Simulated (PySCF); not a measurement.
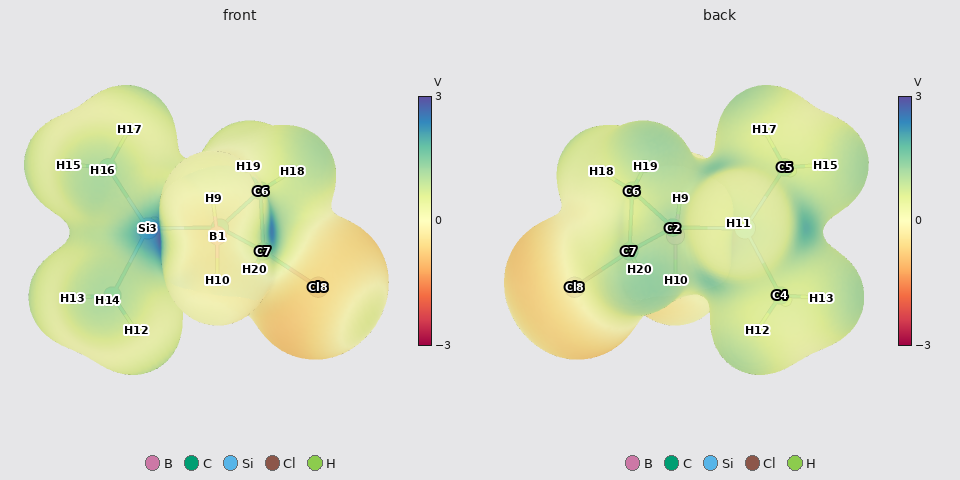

*C5H12BClSi. The electrostatic potential painted on the density surface at 0.004 e/bohr³, seen from the front and from behind; red is negative and blue positive.*

Geometry: GFN2-xTB.

Computed with PBE0/pcSseg-1, SCF density, gas phase, non-relativistic (PySCF).

Input file:

```
{"job": {"kind": "nmr", "xc": "PBE0", "basis": "pcSseg-1"}, "charge": 0, "multiplicity": 1}
B     -1.291415     1.224486    -0.699707
C     -0.934477    -0.042716     0.107392
Si     0.961710    -0.317102     0.127624
C      1.609745    -0.461369    -1.651791
C      1.779178     1.129989     1.049063
C     -1.665888    -0.480034     1.351455
C     -1.747184    -1.295772     0.102517
Cl    -3.268747    -1.328195    -0.783251
H     -1.327938     2.265593    -0.166093
H     -1.454433     1.157279    -1.856091
H      1.199316    -1.577933     0.860820
H      1.116760    -1.263478    -2.192724
H      2.676602    -0.661362    -1.666215
H      1.438268     0.457933    -2.204644
H      2.850325     0.980314     1.140464
H      1.619839     2.067230     0.523456
H      1.375806     1.245152     2.050663
H     -2.541893     0.079761     1.645836
H     -1.118229    -0.896926     2.186185
H     -1.282492    -2.272170     0.072006
```

Command:

```sh
OMP_NUM_THREADS=1 python probes_run.py task.json out
```

**Which sites attract a positive test charge, and which a negative one?**

A positive charge is drawn to the negative regions and a negative charge to the positive ones. The most negative region (about −0.8 V) lies over Cl8, the most positive (about +2.4 V) over B1. Cl8 shows a σ-hole: about +0.5 V at the tip opposite its bond, against about −0.6 V on its flanks.

**How polar is the molecule by this calculation?**

Its dipole moment is 2.47 D.
